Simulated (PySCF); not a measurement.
## Electronic structure of C4H6N2SeSi in real space

```xyz
14

C    -1.3239    0.4459   -1.2084
Si   -0.3183    0.3521    0.4015
Se    0.9282    2.2385    0.8265
C    -1.4659    0.1145    1.8621
N    -2.1793   -0.0246    2.7454
C     0.8451   -1.1894    0.4109
C     1.8541   -1.0000   -0.5809
N     2.6364   -0.7774   -1.3860
H    -1.8862    1.3746   -1.2568
H    -0.6631    0.4118   -2.0715
H    -2.0292   -0.3764   -1.2914
H     1.9951    1.8351   -0.0481
H     1.3207   -1.3074    1.3859
H     0.2856   -2.0977    0.1885
```

Geometry: GFN2-xTB.

Level of theory: PySCF 2.14.0, CAM-B3LYP/def2-SVPD, SCF density, gas phase.

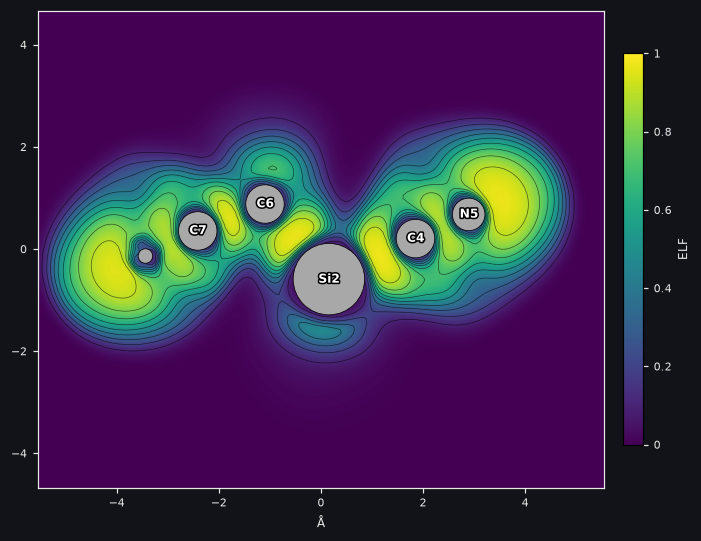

Figure 1. ELF on the plane of atoms C4, Si2 and C6. Grey discs cover the atomic cores.

What do the fields say about this system?

- The section cuts through Si, C and N sites.
- C–N (1.14 Å): the ELF peaks at about 0.85 between the atoms: a multiple bond.
- C–C (1.43 Å): the ELF peaks at about 0.95 between the atoms; localised, covalent bonding.
- C–Si (1.87 Å): the ELF peaks at about 1 between the atoms (localised, covalent bonding).
- C–Si (1.93 Å): the ELF peaks at about 0.95 between the atoms: a covalent bond.
- The ELF also peaks beside N8 and N5, away from the bonds: lone-pair regions.

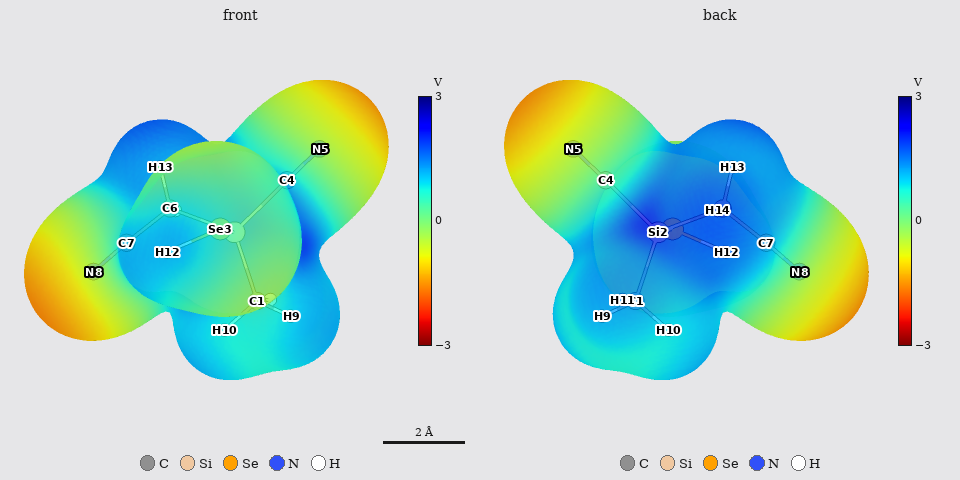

Figure 2. The molecular electrostatic potential painted on the density surface at 0.002 e/bohr³, seen from the front and from behind; the colour scale runs from red (negative) to blue (positive).

Describe the electrostatic potential map.

The most negative region (about −1.6 V, or −37 kcal/mol for a unit charge) lies over N5 and N8, the most positive (about +2.0 V, or +46 kcal/mol for a unit charge) over Si2.
